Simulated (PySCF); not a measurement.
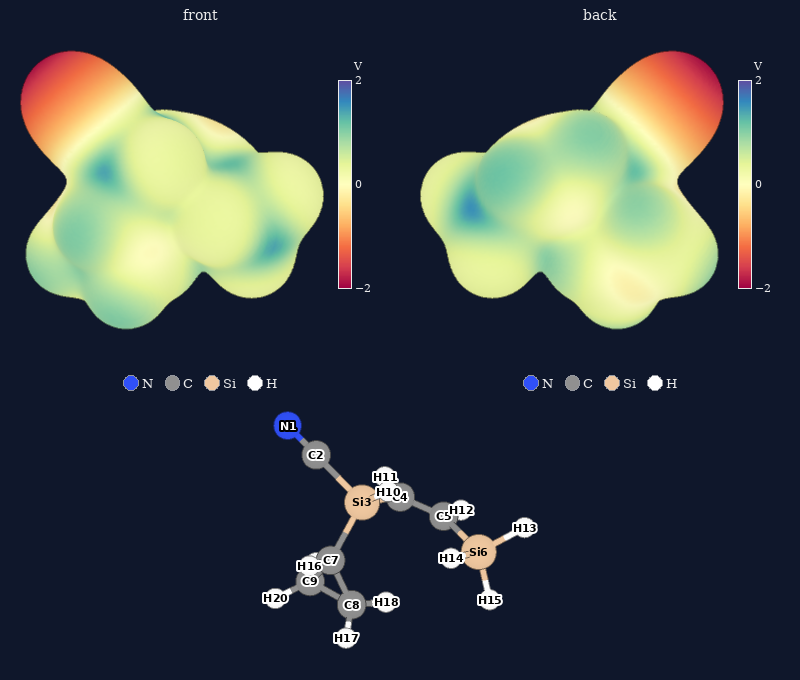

Figure 1: C$_{6}$H$_{11}$NSi$_{2}$. The electrostatic potential painted on the density surface at 0.002 e/bohr³, seen from the front and from behind; red is negative and blue positive. The bare structure is drawn below in the same view.

Geometry: PBE0-D3(BJ)/def2-SVP.

Computed with PBE0/pcSseg-1, SCF density, gas phase, non-relativistic in PySCF.

```xyz
20

N    -0.6819   -1.7398   -3.7625
C    -0.3569   -1.0978   -2.8528
Si    0.1545   -0.0725   -1.3753
C     0.9590   -1.2806   -0.1853
C     1.7433   -0.9711    0.8645
Si    2.2904    0.7411    1.4074
C    -1.3831    0.6865   -0.6575
C    -1.5408    0.8985    0.8300
C    -2.3328   -0.1656    0.1525
H     1.1064    0.9427   -1.9052
H     0.7409   -2.3428   -0.3683
H     2.1216   -1.8052    1.4750
H     3.7808    0.8368    1.3655
H     1.6952    1.7803    0.5159
H     1.8425    0.9891    2.8122
H    -1.8573    1.4419   -1.2944
H    -2.0524    1.8083    1.1541
H    -0.7298    0.5832    1.4942
H    -2.0602   -1.2083    0.3440
H    -3.4035   -0.0086   -0.0003
```

Q: Where is the surface potential most negative and most positive?

A: The most negative region (about −1.9 V) lies over N1, the most positive (about +1.4 V) over Si3 and Si6. N1 is the likeliest acceptor of a hydrogen bond.

Q: How polar is the molecule by this calculation?

A: Its dipole moment is 4.25 D.
